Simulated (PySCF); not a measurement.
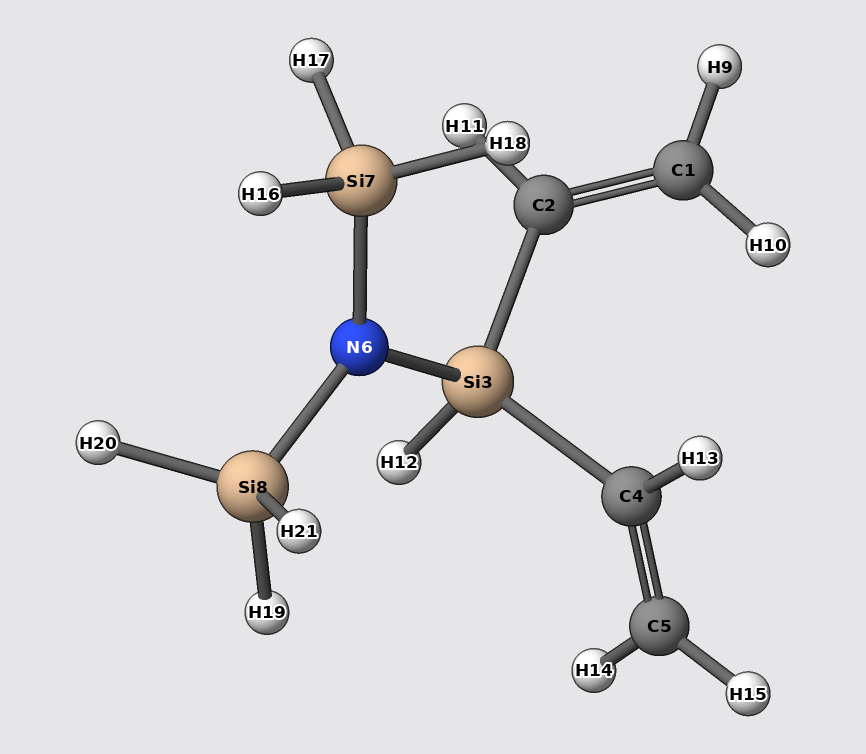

The questions are on isotropic NMR shieldings of the C atoms. The computed structure is the end point of a PBE0-D3(BJ)/def2-SVP optimisation. No frequency run is at hand to confirm it as a minimum. Level of theory: GIAO PBE0/pcSseg-1 NMR shielding, non-relativistic, IEF-PCM dichloromethane (PySCF 2.14.0).

Which C atom is the most shielded (lowest chemical shift)?

C2 (42.2 ppm).

Which C atom is the least shielded (highest chemical shift)?

C1 (34.3 ppm).

How wide is the range of C shifts?

7.9 ppm.

Give the isotropic NMR shieldings of the C atoms atom by atom.

| atom | σ (ppm) |
| --- | --- |
| C1 | 34.3 |
| C2 | 42.2 |
| C4 | 41.5 |
| C5 | 36.0 |
